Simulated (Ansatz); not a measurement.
# Cd2Sn (model cell, started as cuprite): phonons and vibrational spectra, part 2 of 2

How does Cd2Sn (model cell, started as cuprite) vibrate, and is this structure a minimum?

Ansatz 0.2.0; DFT PBEsol, scalar-relativistic, plane waves, PAW.

So far. Step 4 (Relaxing to small forces for the phonons): The forces vanish by symmetry and the pressure is -0.002 GPa, within the tolerances set. The cell now holds 39.97 Å³/atom. The relaxed cell has a = 6.213 Å (conventional setting).

The structure was built from a prototype and need not be the compound's stable phase.

In doubt: the program warns that the response may not be converged on this k-mesh, which bears on the force constants and all frequencies.

**5. Phonons on a q mesh**

The mesh has a single point along some directions, so zone-edge points there are not solved. Linear response on a 1×1×1 q mesh gives force constants as far as a supercell of that size would.

Contents of input.yaml:

```yaml
crystal:
  lattice:
    - [6.213158322, 0.0, 0.0]
    - [0.0, 6.213158322, 0.0]
    - [0.0, 0.0, 6.213158322]
  atoms:
    - { symbol: Sn, position: [0.0, 0.0, 0.0] }
    - { symbol: Sn, position: [0.5, 0.5, 0.5] }
    - { symbol: Cd, position: [0.25, 0.25, 0.25] }
    - { symbol: Cd, position: [0.75, 0.75, 0.25] }
    - { symbol: Cd, position: [0.75, 0.25, 0.75] }
    - { symbol: Cd, position: [0.25, 0.75, 0.75] }
kpoints:
  mp_grid: { grid: [4, 4, 4] }
hamiltonian:
  xc: pbesol
scf:
  occupations: { method: fixed }
output:
  eigenvalues: true
phonons:
  method: dfpt
  dielectric: true
  rigid_motions: translations
  raman: true
  qmesh: [1, 1, 1]
  temperatures: { t_max: 1000, t_step: 50 }
  qpath:
    path:
      - [[0.0, 0.0, 0.0], [0.0, 0.5, 0.0], [0.5, 0.5, 0.0], [0.0, 0.0, 0.0], [0.5, 0.5, 0.5], [0.0, 0.5, 0.0]]
      - [[0.5, 0.5, 0.5], [0.5, 0.5, 0.0]]
    npoints: 10
```

Launch:

```
> ansatz run input.yaml --threads 8 --pin off --max-ram 14336MiB --backend cpu --events-out ev --progress --plain --runs-dir out
```

Numbers of over 12 decimals in the logs are rounded to 6 here.

Log:

```text
Warning: phonons: the dynamical matrix that this run interpolates holds no multipole term above the dipole-dipole one, and a site of this crystal is no centre of inversion, so its interpolated transverse optical and acoustic branches and sound speeds can stay off near Gamma, and the density of states and the thermodynamics with them. What a run solves at a wave vector of phonons.qpoints, Gamma apart, where the deck admits one, is free of this, and under fd what a larger phonons.supercell samples
[...]
Crystal: 6 atoms, lattice volume = 239.849 Å³
Basis set: ecut = 420 eV, 4697 PW (Γ), exchange–correlation on 96×96×96 points (8 copies of the dense FFT grid, shifted against one another)
Bands: 65, of which v1, the nominal top of the filled ones, is band 54 counted from 1 (53 counted from 0)
Symmetry: 48 space group operations
k-points: 24 of 64 (irreducible under 2 space group operations, time reversal used)
[...]
SCF iter   1: F=—  HF=-44633.501420 eV  |F-HF|=—  |Δ(HF+E_count)|=         —  Δρ=3.86e-3  dr2=7.09e-2  ethr=1.77e-3  ⟨swp⟩=5.0  Hψ=5238  notcnv=0  defer=202
[...]
SCF iter   9: F=-44633.482031 eV  HF=-44633.482031 eV  |F-HF|=5.09e-11  |Δ(HF+E_count)|=   2.23e-9  Δρ=1.14e-7  dr2=5.08e-11  ethr=1.00e-12  ⟨swp⟩=14.5  Hψ=10854  notcnv=0
SCF 1 converged in 9 iterations: F = -44633.482031 eV  dr2 = 5.08e-11
[...]
DFPT response loops at Γ: preconditioner auto → none (the input reference at scf.mixing.eps_inf says where Resta's filter doesn't serve); β = 0.50; Broyden in place of MSR1
── the response to a field inside a basis, on 10×10×10 k-points: an SCF that follows is theirs, and a resumed run solves both again ──
Bands: 55, of which v1, the nominal top of the filled ones, is band 54 counted from 1 (53 counted from 0)
k-points: 35
[...]
Eigensolver: Dense (35 Hₖ)
SCF iter   1: F=—  HF=-44633.170257 eV  |F-HF|=—  |Δ(HF+E_count)|=         —  Δρ=4.77e-4  dr2=3.27e-4  ethr=1.00e-1
[...]
SCF iter   7: F=-44633.170159 eV  HF=-44633.170159 eV  |F-HF|=1.24e-10  |Δ(HF+E_count)|=   2.72e-9  Δρ=1.53e-7  dr2=7.18e-11  ethr=1.35e-12
SCF 1 converged in 7 iterations: F = -44633.170159 eV  dr2 = 7.18e-11
[...]
WARN: field response: ε∞ stands inside a basis, on 10×10×10 points; the force constants stand on the 4×4×4 k-mesh, whose period is 7.80 times the interband length at k = (0.0000, 0.0000, 0.0000), direct gap 0.909 eV, under 14: take them and everything formed from them as unconverged, and compare with a denser kpoints.mp_grid
SCF converged after 9 iterations
Free energy (F): -44633.482031 eV
[...]
Internal energy: -44633.482031 eV  (E = F + TS)
E sigma→0 (E₀):  -44633.482031 eV
Fermi energy:    5.357054 eV
[...]
--- Band table (eV; the first three rows and the last of 24) ---
  k-point 0: bands = [... 50 lower, 2.9501, 5.2549, 5.2549, 5.2549, 6.1635, 6.1635, 6.1714, 9.3696, ... 7 higher]
  k-point 1: bands = [... 50 lower, 3.0050, 4.1124, 5.1806, 5.1806, 6.4343, 7.0006, 7.5103, 8.4147, ... 7 higher]
  k-point 2: bands = [... 50 lower, 3.1007, 3.1007, 5.0857, 5.0857, 7.2193, 7.2193, 8.6926, 8.6926, ... 7 higher]
  k-point 23: bands = [... 50 lower, 2.4329, 4.0163, 4.0163, 4.0163, 8.4059, 8.4059, 8.4059, 8.5120, ... 7 higher]
--- Phonons (Γ-DFPT): 2 representative perturbations + reference, on 24 of 64 k-points (Σ response iterations 6) ---
  k mesh reduced under 2 symmetry operations, with k and −k counted as one. Each operation leaves every solved perturbation unchanged. A smaller set is not considered because the run solves the response to a homogeneous field
  ASR residual: 1.119e-4 → 0.000e0 eV/Å²; symmetrization residual: 4.827e-5 eV/Å²
  ASR residual per site (eV/Å²): 1.12e-4 1.12e-4 6.78e-5 6.78e-5 6.78e-5 6.78e-5
  Γ frequencies (cm⁻¹): -7.08 -7.08 -7.08 0.00 0.00 0.00 43.35 43.35 43.35 62.37 62.37 127.47 127.47 127.47 169.58 212.19 212.19 212.19
  ε∞ (high-frequency dielectric tensor):
       13.930118     0.000000     0.000000
        0.000000    13.930118     0.000000
        0.000000     0.000000    13.930118
  softest optical mode at Γ: -7.08 cm⁻¹; the repairs (sum rule, projections) moved no ω² at Γ by more than (1.55 cm⁻¹)²
  Born effective charges Z* (e; rows j = field, columns β = displacement):
    site 0:
        -1.11484    0.00000    0.00000
         0.00000   -1.11484    0.00000
        -0.00000    0.00000   -1.11484
    site 1:
        -1.11484    0.00000    0.00000
         0.00000   -1.11484    0.00000
         0.00000    0.00000   -1.11484
    site 2:
         0.55742    1.10376    1.10376
         1.10376    0.55742    1.10376
         1.10376    1.10376    0.55742
    site 3:
         0.55742    1.10376   -1.10376
         1.10376    0.55742   -1.10376
        -1.10376   -1.10376    0.55742
    site 4:
         0.55742   -1.10376    1.10376
        -1.10376    0.55742   -1.10376
         1.10376   -1.10376    0.55742
    site 5:
         0.55742   -1.10376   -1.10376
        -1.10376    0.55742    1.10376
        -1.10376    1.10376    0.55742
  Z* charge neutrality: 1.109e-3 e pre-enforcement
  solved inside a basis spanned on kpoints, on 10×10×10 k-points transformed towards the longest dipole: ε∞ is read to err by 8.5e-2, Z* by 2.8e-2 e (field_mesh: kpoints solves on kpoints); Z* is corrected for what the basis lacks
  Raman tensors (in the event stream and the table raman_tensors.tsv): an entry may err by 6.4e1 Å², one of the second-order susceptibility by 1.2e-16 pm/V (basis, points and sum rule); their sum over the sites missed zero by 4.737e-15 Å² ahead of its enforcement
  optical modes at Γ without the LO–TO term, one row a degenerate level:
      ω (cm⁻¹)  modes    IR ((D/Å)²/amu)  static Raman (Å⁴/amu)  depolarisation
         -7.08      3             0.0000                 0.0000               —
         43.35      3             1.0201                 0.0000               —
         62.37      2             0.0000                 0.0000               —
        127.47      3             0.0000              4042.2316           0.750
        169.58      1             0.0000                 0.0000               —
        212.19      3             7.1951                 0.0000               —
  optical modes at Γ + LO–TO along q̂ = [1.0000, 0.0000, 0.0000]:
      ω (cm⁻¹)  modes    IR ((D/Å)²/amu)  static Raman (Å⁴/amu)  depolarisation
         -7.08      3             0.0000                 0.0000               —
         43.35      2             0.6801                 0.0000               —
         45.70      1             0.3170                 0.0000               —
         62.37      2             0.0000                 0.0000               —
        127.47      3             0.0000              4042.2316           0.750
        169.58      1             0.0000                 0.0000               —
        212.19      2             4.7968                 0.0000               —
        215.79      1             2.4214                 0.0000               —
  optical modes at Γ + LO–TO along q̂ = [0.0000, 1.0000, 0.0000]:
      ω (cm⁻¹)  modes    IR ((D/Å)²/amu)  static Raman (Å⁴/amu)  depolarisation
         -7.08      3             0.0000                 0.0000               —
         43.35      2             0.6801                 0.0000               —
         45.70      1             0.3170                 0.0000               —
         62.37      2             0.0000                 0.0000               —
        127.47      3             0.0000              4042.2316           0.750
        169.58      1             0.0000                 0.0000               —
        212.19      2             4.7968                 0.0000               —
        215.79      1             2.4214                 0.0000               —
  optical modes at Γ + LO–TO along q̂ = [0.0000, 0.0000, 1.0000]:
      ω (cm⁻¹)  modes    IR ((D/Å)²/amu)  static Raman (Å⁴/amu)  depolarisation
         -7.08      3             0.0000                 0.0000               —
         43.35      2             0.6801                 0.0000               —
         45.70      1             0.3170                 0.0000               —
         62.37      2             0.0000                 0.0000               —
        127.47      3             0.0000              4042.2316           0.750
        169.58      1             0.0000                 0.0000               —
        212.19      2             4.7968                 0.0000               —
        215.79      1             2.4214                 0.0000               —
--- Phonons (arbitrary-q DFPT): 1 irreducible q on the 1×1×1 mesh ---
  q = [0.0000, 0.0000, 0.0000] (star 1, of the zone-centre solve; hermiticity 1.10e-5, symmetrization 1.45e-6): -7.08 -7.08 -7.08 0.00 0.00 0.00 43.35 43.35 43.35 62.37 62.37 127.47 127.47 127.47 169.58 212.19 212.19 212.19
  sum rule: each row above includes the acoustic sum rule's correction from the zone centre's row sums; it moved no ω² by more than (0.54 cm⁻¹)²
  mesh force constants: q→R imaginary residual 0.00e0; ASR residual 1.119e-4 → 0.000e0 eV/Å²; symmetrization residual 7.994e-15 eV/Å²
  interpolated dispersion: 63 rows × 18 modes
  density of states and harmonic sums: on the 10×10×10 q-mesh, interpolated from the force constants of a 1×1×1 supercell (with the dipole–dipole term)
  largest difference from the sums on the solved wave vectors: F 1.18e0 eV, S 1.52e-3 and C_V 3.45e-4 eV/K
  zero-point energy: 0.094917 eV/cell   skipped modes (ω ≤ 0): 116, of them read as no rigid motion or as one in doubt: 113 (1.990e0 modes/cell left out, lowest -16.07 cm⁻¹)   left out of the sums: 1.11e-1 of the cell's modes: C_V's classical limit lies that fraction below 3 k_B per atom; for a crystal, a wire or a layer, F and S can be off by more, and a phonons.interpolated_qmesh denser along its periods is the remedy for the sampling
```

The job ended after 17 min (8 threads of Intel Xeon Platinum 8375C at 2.90GHz (Ice Lake), shared host; peak memory 3 GiB).

In the SCF lines HF is the Harris–Foulkes energy and dr2 the Hartree energy of the density residual, in eV; the loop may stop once dr2 is under the threshold and the program's other checks hold. Hψ counts applications of the Hamiltonian.

Numbers from this step:

```
sum-rule residual before enforcement                          : 1.12e-4 eV/Å²
miss of the charge sum rule                                   : 0.001109 e
estimated error of the dielectric tensor                      : 0.08514
estimated error of the Born charges                           : 0.02753 e
point group                                                   : m-3m
highest optical mode at the zone centre (no LO-TO term)       : 212.2 cm⁻¹
lowest optical zone-centre mode                               : -7.08 cm⁻¹
mean high-frequency dielectric constant                       : 13.93
largest Born charge (third of the trace)                      : -1.115 e
top of the zone-centre spectrum with the field                : 215.8 cm⁻¹
lowest mode on the q mesh (acoustic modes at Γ apart)         : -7.08 cm⁻¹
highest frequency at a solved wavevector (no LO-TO term at Γ) : 212.2 cm⁻¹
```

Optical modes at the zone centre, without and with the macroscopic field of the longitudinal modes; each column is sorted by frequency, so a row need not hold one and the same mode. Modes with and without the field, by row:

```
rank among optical modes  no field (cm⁻¹)  q along (1, 0, 0) (cm⁻¹)
                       1             -7.1                      -7.1
                       2             -7.1                      -7.1
                       3             -7.1                      -7.1
                       4             43.4                      43.4
                       5             43.4                      43.4
                       6             43.4                      45.7
                       7             62.4                      62.4
                       8             62.4                      62.4
                       9            127.5                     127.5
                      10            127.5                     127.5
                      11            127.5                     127.5
                      12            169.6                     169.6
                      13            212.2                     212.2
                      14            212.2                     212.2
                      15            212.2                     215.8
```

Born charge (rows field, columns displacement) (e), principal values of the symmetric part by kind of site:

```
atom  atoms with these values    low  middle   high   mean
 Sn1                        2  -1.11   -1.11  -1.11  -1.11
 Cd3                        4  -0.55   -0.55   2.76   0.56
```

In full for Cd3:

```
0.56 1.10 1.10
1.10 0.56 1.10
1.10 1.10 0.56
```

High-frequency dielectric tensor:

```
13.93  0.00  0.00
 0.00 13.93  0.00
 0.00  0.00 13.93
```

Transverse modes; imaginary modes are left out. Lines of the infrared spectrum (strongest = 100):

```
position (cm⁻¹)  label  relative intensity
             43    T1u                  14
             62     Eu                 0.0
            128    T2g                 0.0
            170    A2u                 0.0
            212    T1u                 100
```

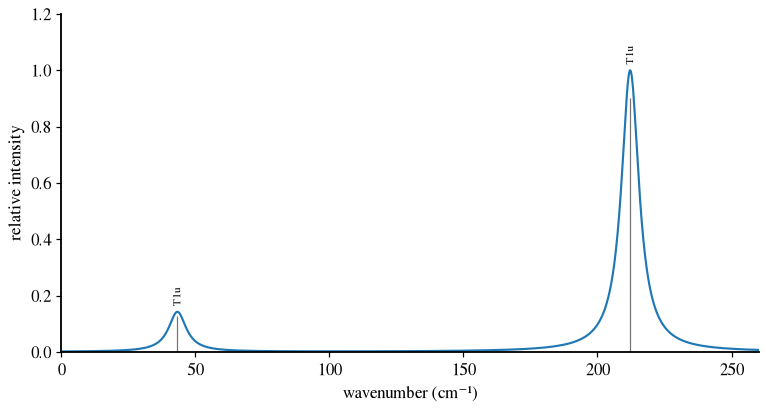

The infrared spectrum, broadened with Lorentzians of width 8 cm⁻¹; bars mark the lines.

Activity x (w_L - w)^4 (n + 1)/w, 532 nm, 300 K; imaginary modes are left out; the tensors are static ones, while 532 nm light lies above the computed direct gap, where resonance would change the heights; modes without the macroscopic field alone. Lines of the Raman spectrum (strongest = 100):

```
position (cm⁻¹)  label  relative intensity
             43    T1u                 0.0
             62     Eu                 0.0
            128    T2g                 100
            170    A2u                 0.0
            212    T1u                 0.0
```

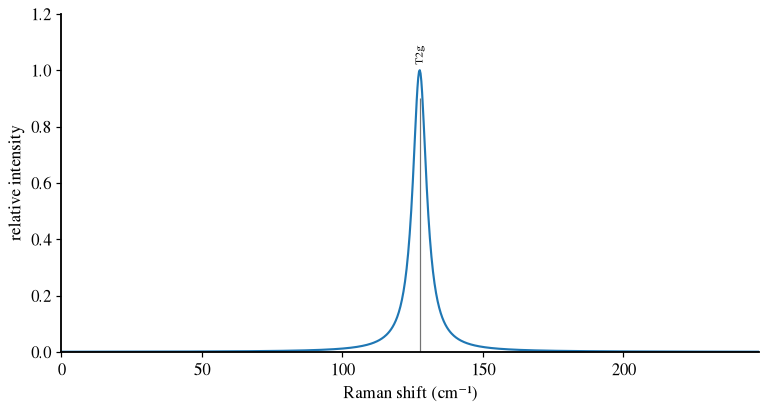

The Raman spectrum, broadened with Lorentzians of width 6 cm⁻¹; bars mark the lines.

Frequencies (cm⁻¹) solved at each irreducible wavevector; negative means imaginary. Frequencies by wavevector, by row:

```
q in reciprocal lattice units  star  mode 1  mode 2  mode 3  mode 4  mode 16  mode 17  mode 18
                        0 0 0     1    -7.1    -7.1    -7.1       0    212.2    212.2    212.2
```

Symmetry leaves 1 wavevectors to solve. The lowest mode among them, the acoustic zeros apart, lies at Γ and is slightly imaginary, 7.1i cm⁻¹, too near zero to call.

The log warns of the k mesh: “the force constants stand on the 4×4×4 k-mesh, whose period is 7.80 times the interband length at k = (0.0000, 0.0000, 0.0000), direct gap 0.909 eV, under 14: take them and everything formed from them as unconverged”.

**6. Outcome**

| Property | Result |
| --- | --- |
| space group after relaxation (within 0.01 Å) | Pn-3m |
| volume per atom | 40.0 Å³ |
| gap on the k-mesh | 0.806 eV |
| highest optical mode at the zone centre (no LO-TO term) | 212 cm⁻¹ |
| top of the zone-centre spectrum with the field | 216 cm⁻¹ |
| lowest optical zone-centre mode | -7.1 cm⁻¹ |
| mean high-frequency dielectric constant | 13.9 |
| largest Born charge (third of the trace) | -1.11 e |
| lowest mode on the q mesh (acoustic modes at Γ apart) | -7.1 cm⁻¹ |
| imaginary modes on the 1×1×1 q mesh | one or more, weakly |

In words: No mode is clearly imaginary at the 1 irreducible wavevectors solved, but the lowest, 7.1i cm⁻¹, is too near zero to call. Without the field, the optical modes at Γ span -7 to 212 cm⁻¹ (negative means imaginary). With the macroscopic field of the longitudinal modes the top of the zone-centre spectrum lies at 216 cm⁻¹, against 212 cm⁻¹ without it. Among the real modes, the strongest infrared line is at 212 cm⁻¹. Averaged over orientations, the strongest Raman line at 532 nm and 300 K is at 128 cm⁻¹. The tensors are the static, non-resonant ones, while 532 nm light (2.33 eV) lies above the computed gap. With the field response the log warns that the k mesh is coarse for the force constants too, so the frequencies may not be converged. The q mesh is too sparse to interpolate, so only the solved wavevectors are given. The program warns that the interpolation holds no quadrupole term, so branches close to Γ can be off in this crystal. Spin-orbit coupling is left out, which can matter for the heavy elements here. The starting cell was built on a prototype and not taken from a measurement, so the phase need not exist. These are harmonic frequencies at zero temperature: anharmonic shifts, linewidths and thermal expansion are left out.

[Logs are printed without paths, hosts, clocks, repeated set-up lines and the standing remarks that a program may print on its own settings, such as how far it seeks lower states.]

[Hosts, paths, dates, database ids (printed as entryN), source tags and the programs' standing remarks are cut or masked in the printed files.]
